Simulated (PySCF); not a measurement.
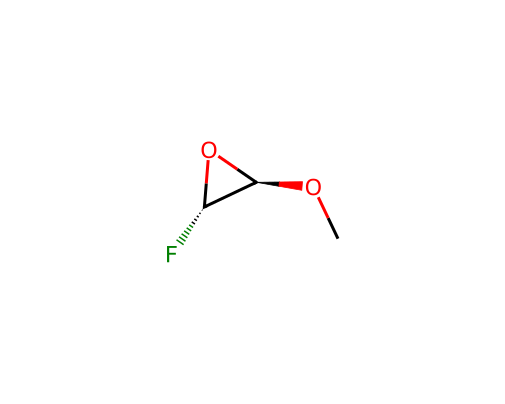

A structural formula.

Question: Transcribe the drawing into SMILES.

Answer: CO[C@@H]1O[C@H]1F

Question: What is the molecular formula?

Answer: C3H5FO2.

Question: An optimisation with PBE0-D3(BJ)/def2-SVP gave a structure of which point group?

Answer: C1.

More results for the same structure follow; atom numbers are the same in all pictures, views and colours differ. The geometry was computed by an optimisation with PBE0-D3(BJ)/def2-SVP. No frequency run is at hand to confirm it as a minimum.

### Geometry

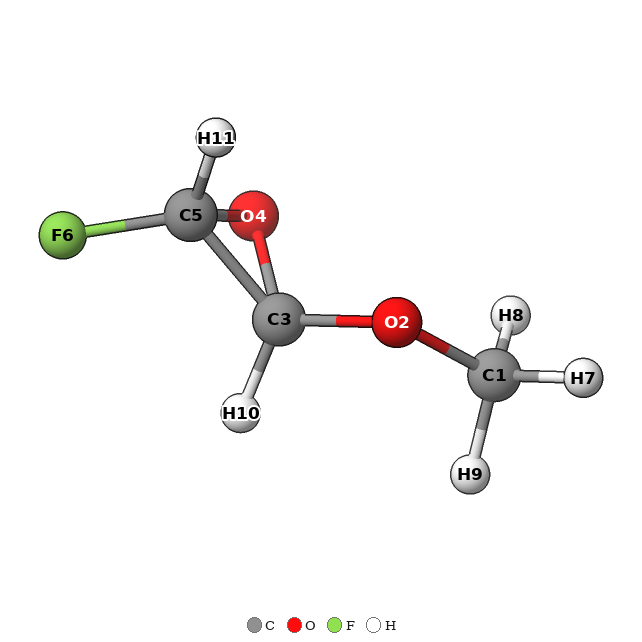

No frequency run is at hand to confirm it as a minimum.

Question: What is the geometry at C1?

Answer: C1 has 4 neighbours (O2 at 1.41, H7 at 1.10, H8 at 1.10, H9 at 1.11 Å); the arrangement is tetrahedral.

Question: What is the geometry at O2?

Answer: O2 has 2 neighbours (C1 at 1.41, C3 at 1.35 Å); the arrangement is bent.

Question: What is the dihedral angle O4–C3–C5–F6?

Answer: 105° in size, that is anticlinal.

### Electronic properties

No frequency run is at hand to confirm it as a minimum. Properties computed with BHandHLYP/pcSseg-2, gas phase (PySCF 2.14.0).

Question: Give the dipole moment at this level.

Answer: 2.29 D.

Question: Estimate the HOMO–LUMO gap.

Answer: 11.13 eV.

Question: What is the HOMO energy (Kohn–Sham orbital)?

Answer: −9.99 eV.

### Quadrupole coupling

No frequency run is at hand to confirm it as a minimum. Electric field gradients from the ground-state density, PBE0/STO-3G (PySCF 2.14.0), non-relativistic apart from any core potentials.

Give the largest field-gradient component, the quadrupole coupling constant and the asymmetry for 17O at O2 (Q = −25.6 mb), 17O at O4 (Q = −25.6 mb).

```tsv
atom	V_zz (a.u.)	e²qQ/h (MHz)	η
O2	2.173	−13.07	0.99
O4	−2.197	13.21	0.03
```

### NMR shielding

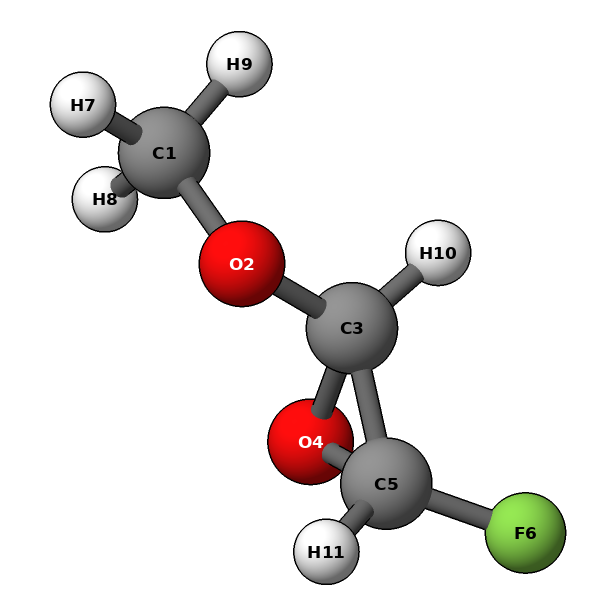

No frequency run is at hand to confirm it as a minimum. Method: GIAO PBE0/def2-TZVP NMR shielding, non-relativistic, gas phase (PySCF 2.14.0). Principal shieldings σ11 ≤ σ22 ≤ σ33, span Ω = σ33 − σ11, skew κ = 3(σiso − σ22)/Ω.

Give the shielding tensors of the C atoms.

```csv
atom,σ11,σ22,σ33,σiso,Ω,κ
C1,100.6,108.5,185.3,131.4,84.6,0.81
C3,59.2,90.0,169.8,106.4,110.6,0.44
C5,49.8,82.0,158.1,96.6,108.3,0.41
```

Shieldings and span in ppm.
